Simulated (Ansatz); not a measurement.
# ClIn···H2O···HCl: what the fields show

The calculation's input:

```
crystal:
  periodic: [false, false, false]
  atoms:
    - { symbol: In, position_ang: [-0.833449, -1.860619, 0.495533] }
    - { symbol: O, position_ang: [1.496322, 0.421585, -0.341304] }
    - { symbol: Cl, position_ang: [-1.550322, 0.032025, -1.13996] }
    - { symbol: Cl, position_ang: [-0.642288, 0.423645, 2.014466] }
    - { symbol: H, position_ang: [0.563237, 0.700528, -0.44817] }
    - { symbol: H, position_ang: [-0.819397, -0.035685, 0.687377] }
    - { symbol: H, position_ang: [1.785896, 0.318621, -1.267842] }
basis:
  gaussian: { orbitals: def2-SVP }
hamiltonian:
  xc: pbe
relax:
  f_tol: 0.03
  max_steps: 50
output:
  orbitals: {}
```

Launched as:

```sh
ansatz run input.yaml --threads 2 --pin off --max-ram 3072MiB --backend cpu --events-out ev --progress --plain --runs-dir out
```

The fields are those of the relaxed geometry.

Core potentials replace the inner electrons of In.

Level of theory: Ansatz, RKS PBE/def2-SVP.

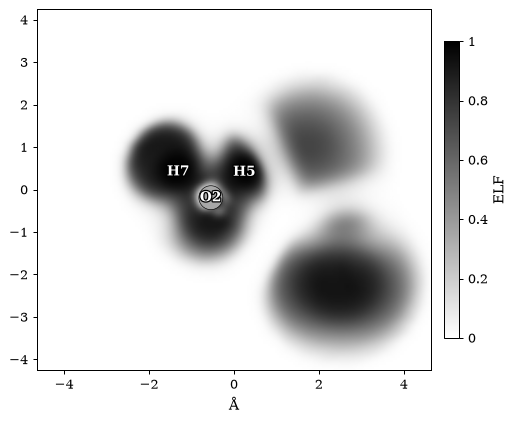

Figure 1. Electron localisation function on the plane of atoms H5, O2 and H7. Grey discs cover the atomic cores.

Q: Interpret the plot.

A: Atoms in the plane: O and H. O–H (0.98 Å): the ELF climbs to about 1 towards the hydrogen, as it does in any bond to H (an ordinary covalent bond to hydrogen). The ELF also peaks beside Cl4 and O2, away from the bonds: lone-pair regions.

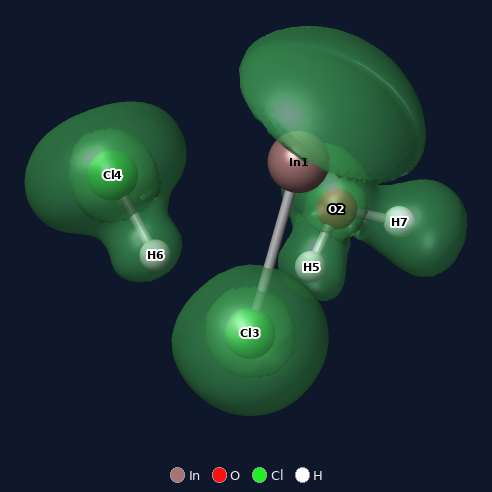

Figure 2. Isosurface of the electron localisation function at 0.75 (green), seen at a tilt. Core shells and regions of very low density are left out.

Q: Describe the localisation domains.

A: At this value the surface marks out one lobe on In, pointing away from the bonds (lone pairs), one region wrapped around Cl (its valence shell), one joined region spread over several atoms (Cl, H), in which their bonds and any lone pairs are merged and one joined region spread over several atoms (H, O), in which their bonds and any lone pairs are merged. Along the contacts the grid gives the following. Cl3···H6 (1.91 Å): the ELF climbs to about 0.95 towards the hydrogen. In–Cl (2.74 Å): the ELF peaks at about 0.85 in the valence shell of Cl, 0.8 Å from its nucleus, and drops to about 0.15 between the two atoms.

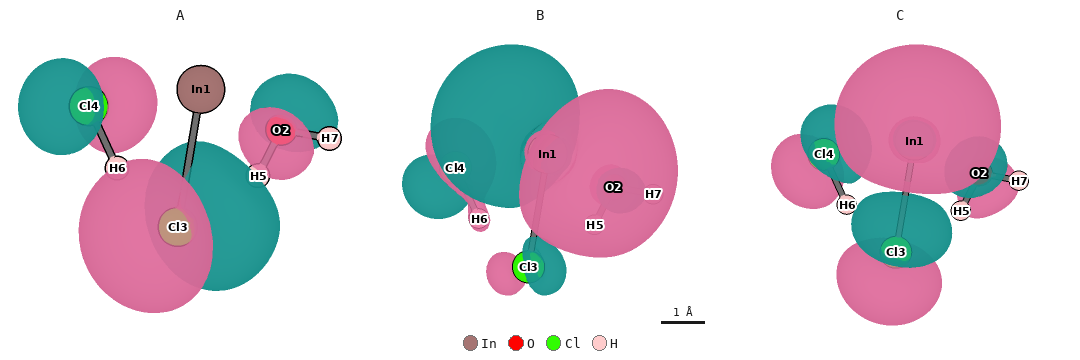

Figure 3. Three frontier orbitals at ±0.06 Å⁻³ᐟ² (teal and pink are the two phases), in no order.

Q: Order the three orbitals by energy and name them.

A: A is the HOMO−1 (−6.83 eV). Its weight (Hirshfeld) is mainly on Cl3 (about 80 %), Cl4 (about 10 %) and O2 (about 10 %); largely a lone pair of Cl3. C is the HOMO (−6.17 eV). It lies mainly on In1 (about 55 %), Cl3 (about 30 %) and Cl4 (about 10 %). B is the LUMO (−1.73 eV). By Hirshfeld shares it lies mainly on In1 (about 80 %) and Cl4 (about 10 %).

Q: What is the HOMO–LUMO gap?

A: 4.44 eV between the orbital energies.
